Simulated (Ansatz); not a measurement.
These are PBE (plane waves to 420 eV, PAW; Ansatz, a quantum-chemistry and plane-wave program) values and carry that method's errors.

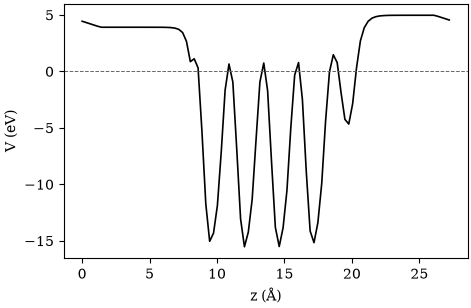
Figure. Electrostatic potential energy of an electron, averaged over planes parallel to the surface, in eV from the highest filled level, for a constructed model of the (111)A surface of 3C silicon carbide, Si-terminated, (√3x√3)R30° Bi adatom at H3 (bottom of the slab: 3 H on 3 bottom sites)

Slab: 28 atoms, 11.4 Å thick at the start with caps and adatoms (thin: gaps and levels are the slab's own); k 6x6x1, smearing 0.025 eV, dipole-corrected; 6 atoms held, the rest relaxed; held to the start's symmetry, so lower structures may exist; no spin, no spin-orbit, no U. In PBE it lies 0.11 eV a 1x1 cell over the lowest computed structure of the same composition ((√3x√3)R30° Bi adatom at T4).

**Question.** The surface cell has an area of 24.92 Å². What dipole along the normal does the step between the two vacuum levels imply?

**Answer.** the top vacuum level lies 1.06 eV above the bottom one; p = −ε₀ A ΔV (ε₀ = 0.005526 e/(V·Å)) gives -0.15 e·Å a cell.
